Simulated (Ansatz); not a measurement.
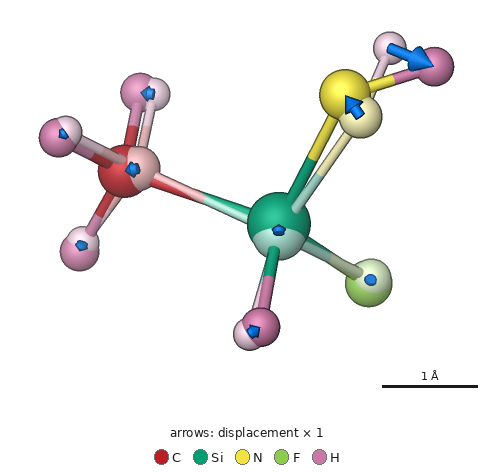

This is a relaxation of CH₅FNSi (multiplicity 2) (coarse preliminary run). The starting structure is drawn faded, the final one solid; blue arrows show the displacements, at their true length. The two geometries are superimposed by the best rigid fit.

The picture is a ball-and-stick view, seen at a tilt.

The start comes from a force field.

These are results of Ansatz 0.2.0, UKS PBE-D4/def2-SVP, not measurements. Set-up: force threshold 0.03 eV/Å; at most 200 steps.

What happened in the run?

The largest move after the best rigid fit is that of an H atom, 0.58 Å. By element the largest moves are H 0.58 Å, N 0.28 Å, C 0.16 Å, Si 0.11 Å, F 0.09 Å. Some distances before and after: C–Si 1.798 → 1.877 Å, H–Si 1.443 → 1.504 Å, F–Si 1.598 → 1.648 Å, N–Si 1.721 → 1.748 Å. Bond angles that change, for instance: N–Si–F 105.6° → 114.8°, H–C–H 102.3° → 108.9°, F–Si–H 112.6° → 107.0°. Groups turn about N–Si by about 55°. Over 6 geometry steps the energy falls by 0.354 eV. The largest force component goes from 2.3 to 0.028 eV/Å.
